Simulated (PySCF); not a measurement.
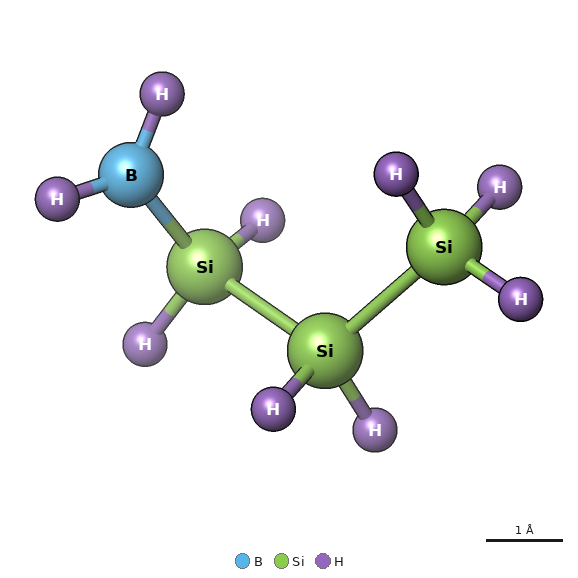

Depth is shown by fading: the farther an atom, the more it takes the colour of the background. Computed geometry: GFN2-xTB optimisation. No frequency run is at hand to confirm it as a minimum. Masses are those of the most abundant isotopes; constants are for the rigid equilibrium geometry.

What kind of rotor is it, and what are its rotational constants in cm⁻¹?

An asymmetric top (C1): A = 0.169, B = 0.0513, C = 0.0440 cm⁻¹. Ray's parameter κ is −0.88, close to the prolate limit.
